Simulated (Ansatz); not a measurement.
A series of calculations on CH5BS

## 1. Relaxation

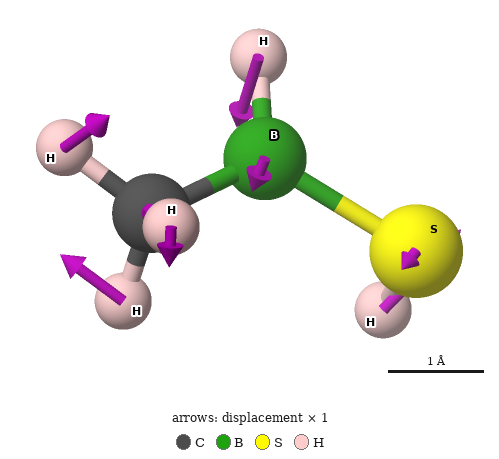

This is a relaxation of CH5BS (coarse preliminary run). The starting structure is drawn; purple arrows show the displacements, at their true length. The two geometries are superimposed by the best rigid fit.

The picture is a ball-and-stick view, seen at a tilt.

Computed with Ansatz 0.2.0, RKS PBE-D4/def2-SVP.

Input file:
```yaml
crystal:
  periodic: [false, false, false]
  atoms:
    - {symbol: C, position_ang: [-0.586600, 0.705800, -0.272600]}
    - {symbol: B, position_ang: [0.688600, -0.085400, -0.041700]}
    - {symbol: S, position_ang: [0.781000, -1.252000, 1.413400]}
    - {symbol: H, position_ang: [-1.414200, 0.066100, -0.427300]}
    - {symbol: H, position_ang: [-0.518100, 1.371300, -1.209600]}
    - {symbol: H, position_ang: [-0.829400, 1.418800, 0.590500]}
    - {symbol: H, position_ang: [1.632400, 0.028600, -0.778400]}
    - {symbol: H, position_ang: [0.338500, -2.310300, 0.670000]}
basis:
  gaussian: {orbitals: def2-SVP}
hamiltonian: {xc: pbe, dispersion: d4}
relax: {f_tol: 0.03, max_steps: 250}
```

> Atoms of which element are displaced furthest, and by how much?

Hydrogen: up to 1.19 Å, against 0.43 Å for boron.

> What happened in the run?

H8 moves most after the best rigid fit: 1.19 Å. By element the largest moves are H 1.19 Å, B 0.43 Å, S 0.27 Å, C 0.16 Å. Near-neighbour distances that change, for instance: B2–S3 1.867 → 1.794 Å, C1–H4 1.057 → 1.113 Å, C1–B2 1.518 → 1.568 Å, C1–H5 1.151 → 1.112 Å. Bond angles that change, for instance: B2–S3–H8 92.5° → 98.7°, H5–C1–H6 105.4° → 108.7°, B2–C1–H6 112.8° → 115.7°. Groups turn about B2–S3 by about 90°, C1–B2 by about 60°. The optimiser took 12 steps. The run took roughly 13 core-seconds on a shared host.

## 2. Relaxation

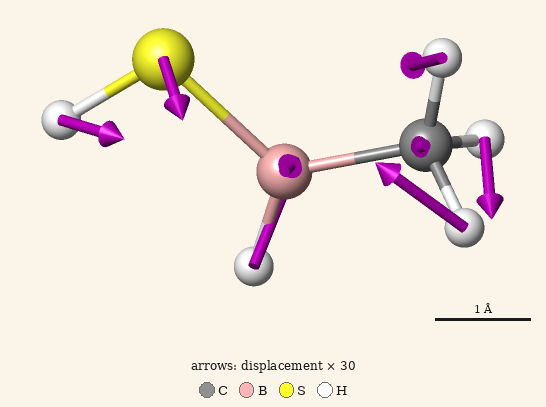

This is a relaxation of CH₅BS. The starting structure is drawn; purple arrows show the displacements, 30 times their true length. The two geometries are superimposed by the best rigid fit.

A ball-and-stick model, seen from a free direction.

Theory: Ansatz 0.2.0, RKS PBE0-D4/def2-TZVP. (force threshold 0.005 eV/Å; at most 200 steps)

Which element moves most?

Answer. Hydrogen: up to 0.042 Å, against 0.027 Å for sulfur.

What happened in the run?

Answer. The energy falls by 0.63 kcal/mol in 6 geometry steps. The largest force component goes from 0.45 to 0.00076 eV/Å. The forces were under the threshold at step 3, but the run went on from there. The largest move after the best rigid fit is that of an H atom, 0.042 Å. By element the largest moves are H 0.042 Å, S 0.027 Å, B 0.013 Å, C 0.009 Å. Among the contacts that change: B–H 1.216 → 1.195 Å, H–S 1.364 → 1.343 Å, C–H 1.113 → 1.096 Å, B–S 1.794 → 1.782 Å. The run took roughly 17 core-seconds on a shared host.

## 3. Scan

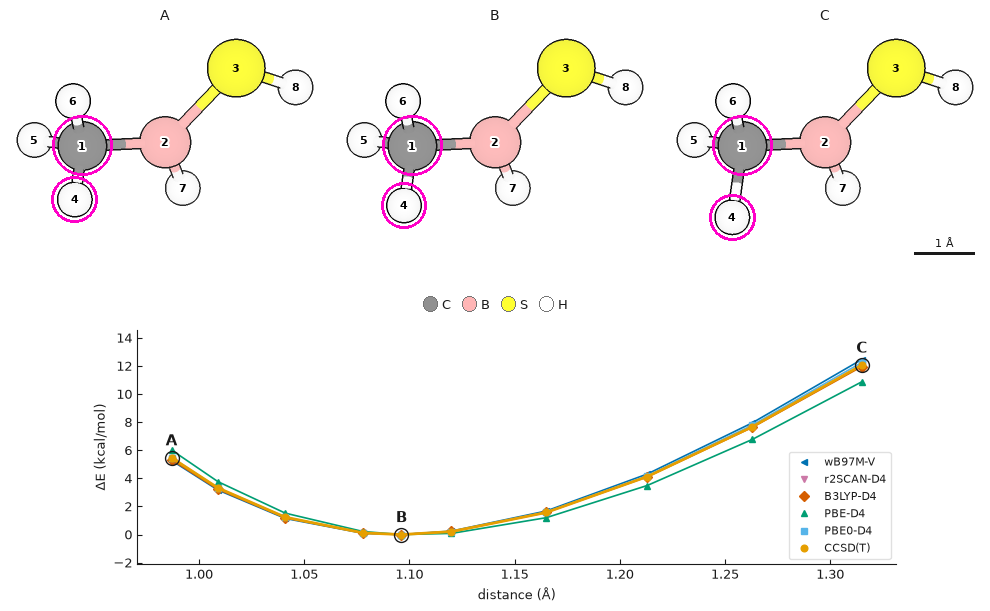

CH$_{5}$BS: the C1–H4 distance is varied, with the rest of the molecule carried along rigidly. The lettered frames are marked on the plot, at the values of CCSD(T). Style: ball-and-stick. Shown from a free direction. The ringed atoms are those of the scanned coordinate.

Levels of theory: CCSD(T), PBE0-D4, PBE-D4, B3LYP-D4, r2SCAN-D4, wB97M-V (def2-TZVPP, Ansatz), on geometries moved rigidly from the minimum at PBE0-D4/def2-TZVP. Coupled cluster with a frozen core. Energies are counted from the PBE0-D4/def2-TZVP minimum geometry at the same level.

Q: Describe the profile.

A: With CCSD(T): of the computed points the lowest is at the distance 1.096 Å, 0.0 kcal/mol. At the ends of the scan the energy is 5.5 kcal/mol (0.987 Å) and 12.1 kcal/mol (1.315 Å). The curvature at the lowest point is about 32 eV/Å² (5.2 mdyn/Å). The well is steeper on the short side, as for any bond. At 1.315 Å the levels give PBE-D4 10.9 kcal/mol, B3LYP-D4 12.0 kcal/mol, r2SCAN-D4 12.0 kcal/mol, CCSD(T) 12.1 kcal/mol, PBE0-D4 12.2 kcal/mol, wB97M-V 12.5 kcal/mol. Closest to CCSD(T) there is r2SCAN-D4.

## 4. Scan

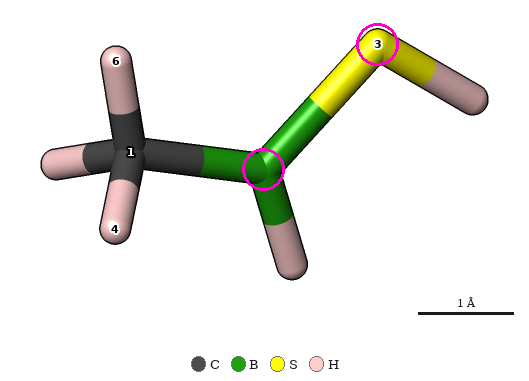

Energy scan for CH5BS, in which the B2–S3 distance is varied, with the rest of the molecule carried along rigidly. The picture shows the minimum geometry. The ringed atoms are those of the scanned coordinate. Style: stick. Shown from a free direction.

Levels of theory: PBE0-D4, B3LYP-D4, PBE-D4, wB97M-V, CCSD(T), r2SCAN-D4 (def2-TZVPP, Ansatz), on geometries moved rigidly from the minimum at PBE0-D4/def2-TZVP. Coupled cluster with a frozen core. Energies are counted from the PBE0-D4/def2-TZVP minimum geometry at the same level.

```xyz
8

C    -0.6327    0.8479   -0.2658
B     0.3426   -0.3618   -0.1543
S     0.5981   -1.1480    1.4245
H    -1.4139    0.6227   -1.0011
H    -0.0968    1.7144   -0.6703
H    -1.1133    1.1446    0.6683
H     0.9323   -0.7852   -1.1038
H     1.4758   -2.0917    1.0468
```

> What energies does the calculation give (the distance: 1.533, 1.585, 1.662, 1.752, 1.782, 1.851, 1.958, 2.072, 2.192, 2.317 Å)?

Energies in kJ/mol.

| distance (Å) | PBE0-D4 | B3LYP-D4 | PBE-D4 | wB97M-V | CCSD(T) | r2SCAN-D4 |
| --- | --- | --- | --- | --- | --- | --- |
| 1.533 | 100.9 | 103.6 | 103.6 | 102.0 | 109.0 | 103.0 |
| 1.585 | 57.6 | 59.9 | 60.0 | 58.4 | 63.3 | 59.3 |
| 1.662 | 18.7 | 20.3 | 20.4 | 19.2 | 21.6 | 19.8 |
| 1.752 | 1.0 | 1.5 | 1.5 | 1.1 | 1.6 | 1.3 |
| 1.782 | 0.0 | 0.0 | 0.0 | 0.0 | 0.0 | 0.0 |
| 1.851 | 4.5 | 3.4 | 3.3 | 4.3 | 3.5 | 3.9 |
| 1.958 | 25.3 | 22.2 | 21.8 | 24.8 | 23.0 | 23.4 |
| 2.072 | 58.4 | 53.2 | 52.4 | 57.8 | 55.3 | 55.2 |
| 2.192 | 99.4 | 91.7 | 90.4 | 98.9 | 95.7 | 94.7 |
| 2.317 | 144.3 | 133.9 | 132.2 | 144.4 | 140.3 | 138.1 |

With PBE0-D4: of the computed points the lowest is at the distance 1.782 Å, 0.0 kJ/mol. The curvature at the lowest point is about 23 eV/Å² (3.7 mdyn/Å). The well is steeper on the short side, as for any bond. At 2.317 Å the levels give PBE-D4 132.2 kJ/mol, B3LYP-D4 133.9 kJ/mol, r2SCAN-D4 138.1 kJ/mol, CCSD(T) 140.3 kJ/mol, PBE0-D4 144.3 kJ/mol, wB97M-V 144.4 kJ/mol. Closest to CCSD(T) there is r2SCAN-D4.

The computed profile:

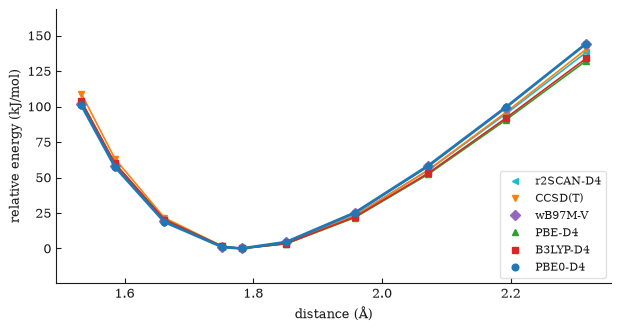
